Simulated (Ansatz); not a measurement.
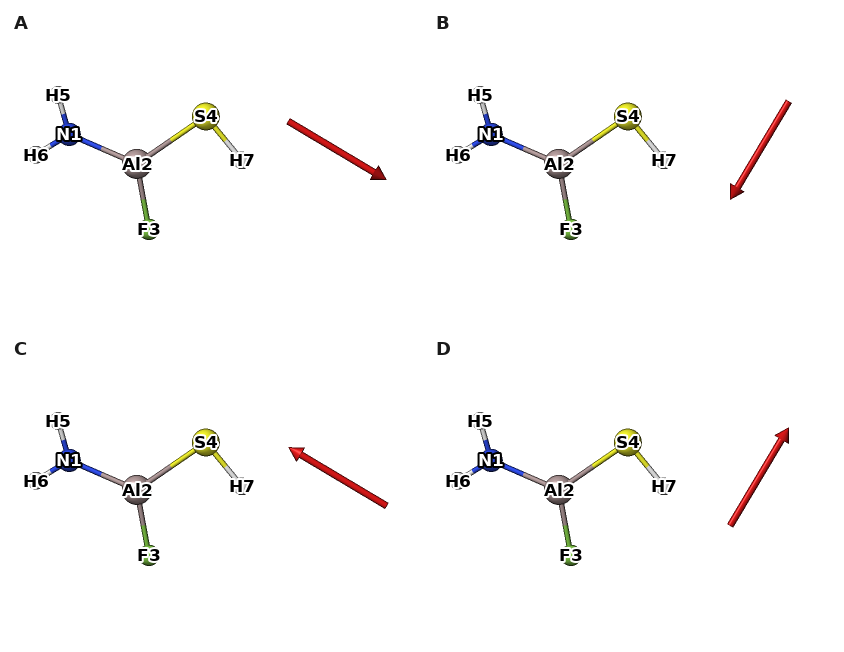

The same molecule four times, each with an arrow. The computed structure is the end point of a PBE0-D4/def2-TZVP optimisation. No frequency run is at hand to confirm it as a minimum. Properties computed with RKS PBE0-D4/def2-TZVP (Ansatz 0.2.0).

Which arrow points along the dipole moment, from the negative to the positive end?

Answer. C. The dipole moment is 1.54 D; it points from the side of H7 to the side of H5 (the outermost atoms at the two ends).
